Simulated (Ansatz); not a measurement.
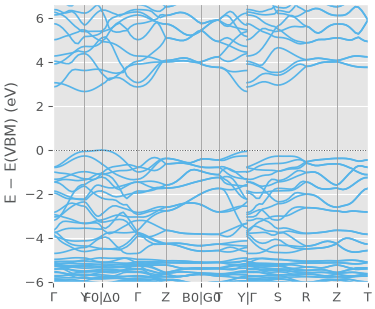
Band structure from DFT-r²SCAN in the program Ansatz with PAW potentials

Read off the gap and where the band edges lie.

About 2.7 eV (2.67 eV by a search for the band edges); maximum at Δ0, minimum at Y.

Pick the material that matches.
A) Ta3N5, Cmcm (Pearson symbol oS32)
B) TaZn2N3, Cmc2_1 (Ta on 4a, Zn on 8b, N on 8b, N on 4a)
C) La2CN3Cl, Cmmm (Pearson symbol oS28)
D) Na2PdSe2, Cmc2_1 (Pearson symbol oS20)

B, TaZn2N3, Cmc2_1 (Ta on 4a, Zn on 8b, N on 8b, N on 4a)

The first step of the workflow began from a Materials Project structure, measured or hypothetical; the Crystallography Open Database copy checked does not list it. With Ta and Zn taken as one species the cell has the higher symmetry P6_3mc, so it may be an ordered model of a mixed-site phase. Its standing as an ambient phase is unchecked. The cell was relaxed with r²SCAN under the symmetry of its start; whether a distortion lowers the energy is not shown. The run is not spin-polarised. Scalar-relativistic: spin–orbit coupling is off unless named, which matters more the heavier the elements.

Potentials: the later of the program's two PAW sets.
